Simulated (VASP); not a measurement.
Band structure of PdIn (CsCl type). All values below come from SCAN meta-GGA, VASP's PBE PAW potentials (set 64) (plane waves; VASP).

Unless said otherwise, spin-orbit coupling is left out, though it shifts the bands of the heavy elements here.

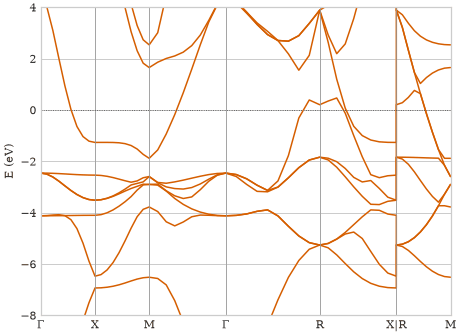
Figure: Bands along high-symmetry lines, zero at the valence-band maximum or, without a gap, the Fermi level

Problem. Read the plot: is there a gap, and where are the band edges?

Solution. It has no gap at this level: it comes out as a metal or semimetal.

The compound is PdIn in the CsCl type structure. It was relaxed first. The electron count is odd and the run is not spin-polarised, which forces a metal.
